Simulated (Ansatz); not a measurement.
# H2NTi: the cost of one run

Method: def2-SVP, all electrons in the functionals, frozen cores in the correlation of double hybrids and RPA; program: Ansatz 0.2.0, Gaussian basis.

To be run: wB97M-V, B2PLYP, RPA-PBE, at charge 1, quintet; charge 1, triplet; charge 1, septet; displaced geometry v1; displaced geometry v2.

25 further runs of the same task are left out: 11 for a known fault of the program, 5 that didn't finish, 9 set aside as unsound or not needed. Runs told in other sessions of the task aren't counted.

**1. The system**

The geometry is a PBE0/def2-TZVP stationary point (not a proven minimum).

4 atoms, charge 1, spin multiplicity 5.

Atoms are counted from 1 here; the program's logs count them from 0.

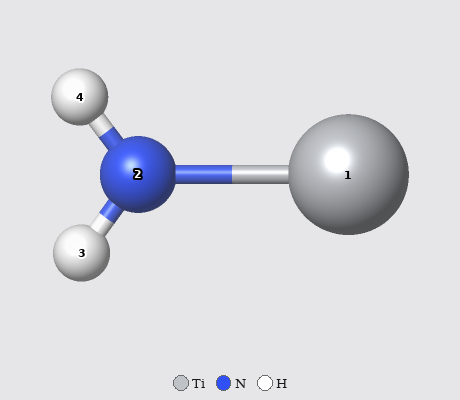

The geometry (titanium light grey, nitrogen blue, hydrogen white); atoms are numbered from 1 in the order of the file.

No dispersion term is added; wB97M-V holds VV10 nonlocal correlation.

The geometry shown and the zero of energy belong to the point charge 1, quintet. The yardstick, UCCSD(T), and other wave-function levels (R restricted, U unrestricted, valence and pair active spaces) come from earlier runs.

**2. wB97M-V, charge 1, quintet**

Contents of in.yaml:

```yaml
crystal:
  periodic: [false, false, false]
  atoms:
    - {symbol: Ti, position_ang: [0.000000, -0.000006, 0.574128]}
    - {symbol: N, position_ang: [0.000000, -0.000668, -1.638816]}
    - {symbol: H, position_ang: [0.000000, 0.829097, -2.237756]}
    - {symbol: H, position_ang: [0.000000, -0.819548, -2.253941]}
basis:
  gaussian: {orbitals: def2-SVP}
total_charge: 1
magnetization: {spin_polarized: true, initial_magnetization: 4}
hamiltonian: {xc: {name: wB97M-V}}
output: {orbitals: {seedname: orbitals}}
```

Run with:

```bash
$ ansatz run in.yaml --threads 1 --pin off --events-out ev --progress --plain --max-ram 2393MiB
```

Q: Estimate wall time and peak memory on 1 thread of Arm Neoverse V2, shared host.

About 47 s, with a peak of 0.28 GiB.
